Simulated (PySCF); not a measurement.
```xyz
9

Cl    2.1204   -0.2162    0.5872
Ti    0.0909    0.1946   -0.1376
Cl   -0.2642   -0.0383   -2.2924
Cl   -1.0627    1.7245    0.9374
Cl   -0.9247   -1.5885    0.5829
As    1.3943    2.5392   -1.0799
H     2.0599    3.4692   -0.0894
H     0.5971    3.5870   -1.8257
H     2.5433    2.4338   -2.0588
```

Geometry: PBE0-D3(BJ)/def2-SVP.

Level of theory: PBE0-D3(BJ)/def2-SVPD, SCF density, gas phase in PySCF.

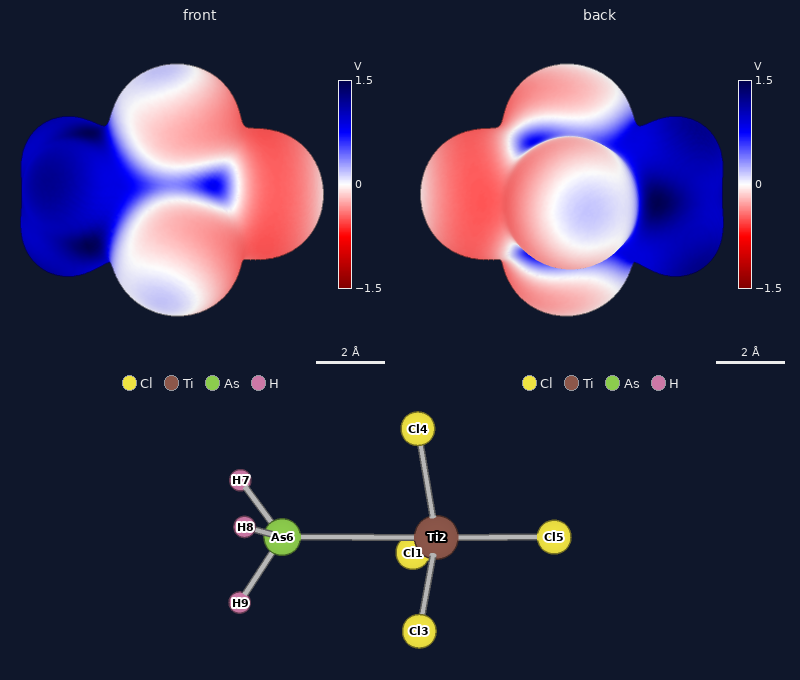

AsCl4H3Ti. The electrostatic potential painted on the density surface at 0.002 e/bohr³, seen from the front and from behind; red is negative and blue positive. The bare structure is drawn below in the same view.

> Describe the electrostatic potential map.

The most negative region (about −0.5 V) lies over Cl3, Cl4 and Cl5, the most positive (about +1.4 V) over As6.

> What dipole moment does the calculation give?

Its dipole moment is 3.76 D.
